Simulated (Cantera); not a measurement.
Input: 1 mol Si, 5.4 mol Br₂, 39 mol N₂, equilibrated at 78.0 Pa.

Method: chemical equilibrium by Gibbs-energy minimisation in Cantera with the NASA 1993 tables (ideal gas, pure condensed phases). Candidate condensed phases: Br₂, Si, Si₃N₄; 13 gas species. The tables' values for SiBr₃ are old estimates; treat these amounts as uncertain. Rates play no part.

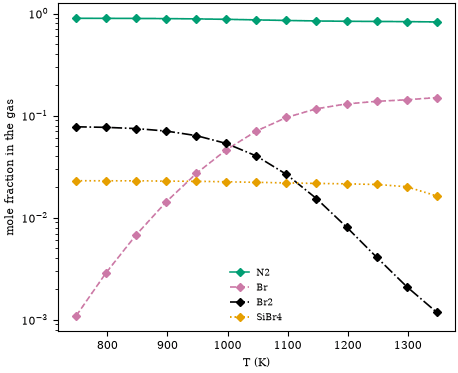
Figure: Equilibrium gas composition (values under 1e-9 drawn at 1e-9)

From 748 K to 1348 K nothing is condensed. The main Si-bearing gas is SiBr₄ throughout.
